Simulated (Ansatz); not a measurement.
**A computed series for BP: carrier doping**

The reference is BP in the zinc blende structure (space group F-43m, No. 216).

BP has the cubic space group F-43m (No. 216), the zinc blende structure, Pearson symbol cF8. Cell: a = b = c = 4.536 Å, α = β = γ = 90.00°. P on 4c has 4 B at 1.964 Å (tetrahedral). B on 4a has 4 P at 1.964 Å (tetrahedral). (Neighbours: up to the widest gap in distance over summed covalent radii, below 1.35, at either atom.)
(The calculation used a cell of 2 atoms; values per cell refer to that cell.)

Carriers are added at fixed cell with a uniform background; the Fermi–Dirac width is that of 300 K.

Method: Ansatz (an electronic-structure program) r2SCAN, no SOC, earlier PAW set.

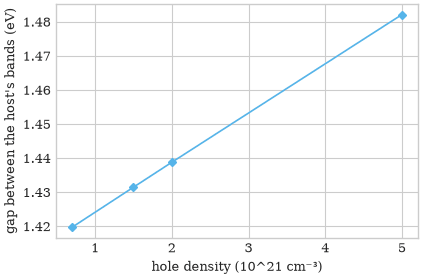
Gap between the host's bands against hole density

### Question
From the plot, what is the gap between the host's bands for holes 2.0×10^21 cm⁻³?

### Answer
About 1.44 eV.

### Question
Is the trend monotonic over the range shown?

### Answer
Yes, it rises throughout, spanning 1.42 eV to 1.48 eV.

Charged cell with a jellium background: band edges are those of the host's band count, energies are not comparable with the neutral cell, and many-body gap narrowing is missing. Whether these cells are dynamically stable was not tested.
